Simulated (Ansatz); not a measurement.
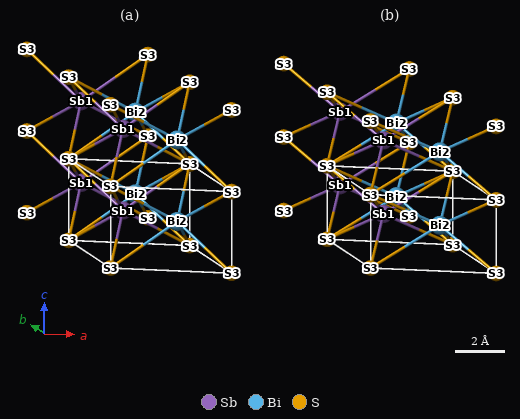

The structure of solid BiSbS (a generated structure, set up in P-6m2) (coarse preliminary run) before (left) and after (right) a relaxation, at one scale.

A ball-and-stick model of the cell of the calculation, repeated 1 × 2 × 2 with one cell outlined, seen slightly off an axis.

All numbers below come from DFT PBE, scalar-relativistic, plane waves, PAW (Ansatz 0.2.0). Set-up: plane-wave cutoff 420 eV; k-point mesh 6 × 6 × 6; occupations gaussian; smearing width 0.1 eV; no spin polarisation; cell and atoms relaxed; force threshold 0.04 eV/Å; at most 70 steps.

Q: Summarise the run.

A: No atom moves by more than 0.005 Å relative to the cell. The drawn cell changes as follows: a = b 5.108 → 5.303 Å (+3.8 %), c 3.493 → 3.145 Å (−10.0 %); the volume changes by −2.9 %. Among the contacts that change: Bi2–S3 3.427 → 3.442 Å, Sb1–S3 3.427 → 3.442 Å. The space group stays P-6m2 (No. 187). The energy falls by 51.2 meV per atom in 4 accepted moves (6 points after the start). All forces vanish by symmetry, so only the cell relaxes. The pressure goes from −0.01 to −0.05 GPa. The line search rejected the trial step at point 3 of the run. The SCF was repeated once at an unchanged geometry on a basis and grid sized afresh for the cell, which shifted the energy by 0.1 meV per atom at most. The run took 41 s on 1 thread of Arm Neoverse V1, on a shared host, peak memory 0.39 GiB.
